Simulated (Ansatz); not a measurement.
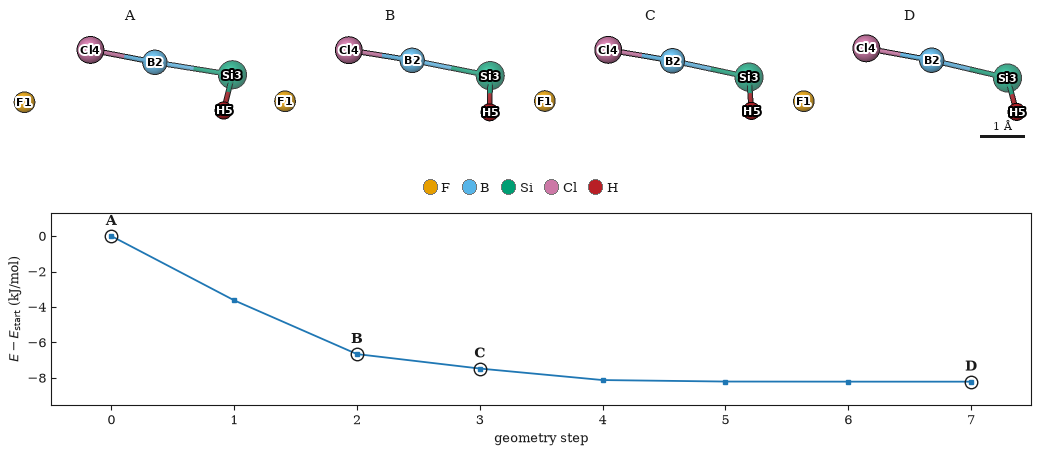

Frames of a relaxation of BSiHClF, marked on the history of the run. Style: ball-and-stick. Shown at a tilt.

It is one of the separated reactants of a reaction.

The calculation used RKS PBE0-D4/def2-TZVP in Ansatz 0.2.0.

Input
```yaml
crystal:
  periodic: [false, false, false]
  atoms:
    - {symbol: F, position_ang: [-0.693700, -2.636107, 1.039790]}
    - {symbol: B, position_ang: [-0.234861, 0.366796, 0.151939]}
    - {symbol: Si, position_ang: [-0.144598, 1.670885, -1.260096]}
    - {symbol: Cl, position_ang: [-0.224507, -0.687109, 1.414076]}
    - {symbol: H, position_ang: [1.279375, 1.017076, -1.111231]}
basis:
  gaussian: {orbitals: def2-TZVP}
hamiltonian: {xc: pbe0, dispersion: d4}
relax: {f_tol: 0.005, max_steps: 200}
```

Command:
```bash
ansatz run in.yaml --threads 2 --pin off --events-out ev --progress --plain --max-ram 4352MiB
```

**Describe the path.**

The largest move after the best rigid fit is that of H5, 0.30 Å. By element the largest moves are H 0.30 Å, B 0.16 Å, Si 0.14 Å, Cl 0.12 Å, F 0.05 Å. Among the contacts that change: F1–Cl4 2.039 → 1.981 Å, Si3–H5 1.574 → 1.526 Å, B2–Cl4 1.644 → 1.597 Å, B2–Si3 1.924 → 1.952 Å. Among the angles between lasting bonds that change: B2–Si3–H5 72.0° → 85.1°, Si3–B2–Cl4 175.8° → 172.6°. Over 7 geometry steps the energy falls by 8.21 kJ/mol. Largest force component: 1.2 eV/Å at the start, 0.005 eV/Å at the end. From step 0 to 2: H5 moves most (0.14 Å), energy −6.66 kJ/mol. From step 2 to 3: B2 moves most (0.07 Å), energy −0.82 kJ/mol. From step 3 to 7: H5 moves most (0.12 Å), energy −0.74 kJ/mol.

```json
{"step": "0", "E − E(0), kJ/mol": "0.00", "largest force component, eV/Å": "1.2220"}
{"step": "1", "E − E(0), kJ/mol": "-3.63", "largest force component, eV/Å": "0.8111"}
{"step": "2", "E − E(0), kJ/mol": "-6.66", "largest force component, eV/Å": "0.2074"}
{"step": "3", "E − E(0), kJ/mol": "-7.47", "largest force component, eV/Å": "0.1873"}
{"step": "4", "E − E(0), kJ/mol": "-8.12", "largest force component, eV/Å": "0.0740"}
{"step": "5", "E − E(0), kJ/mol": "-8.20", "largest force component, eV/Å": "0.0394"}
{"step": "6", "E − E(0), kJ/mol": "-8.21", "largest force component, eV/Å": "0.0100"}
{"step": "7", "E − E(0), kJ/mol": "-8.21", "largest force component, eV/Å": "0.0050"}
```
